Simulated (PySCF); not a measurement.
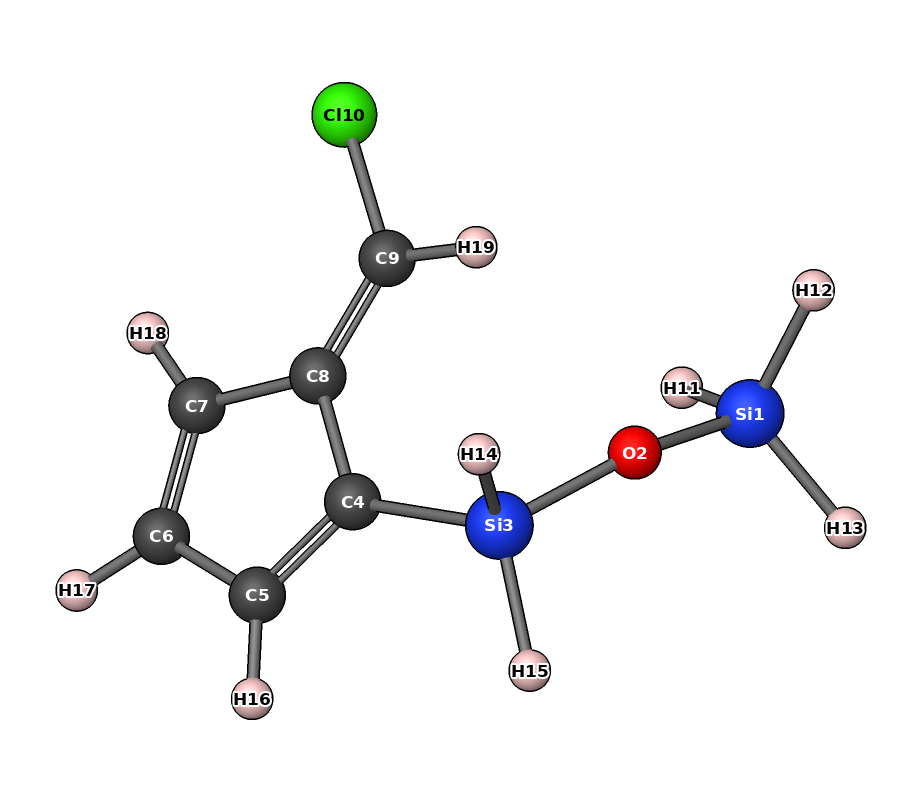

The questions are on isotropic NMR shieldings of the Si atoms. The geometry was computed by an optimisation with GFN2-xTB. No frequency run is at hand to confirm it as a minimum. Level of theory: GIAO PBE0/pcSseg-1 NMR shielding, non-relativistic, gas phase (PySCF 2.14.0).

Give the isotropic NMR shieldings of the Si atoms atom by atom.

```json
{"atom": "Si1", "σ (ppm)": "393.8"}
{"atom": "Si3", "σ (ppm)": "384.3"}
```

The geometry is semi-empirical. Around Si such bond lengths and angles can be off by a tenth of an ångström or more and by several degrees, and values that hang on the shape move with them.
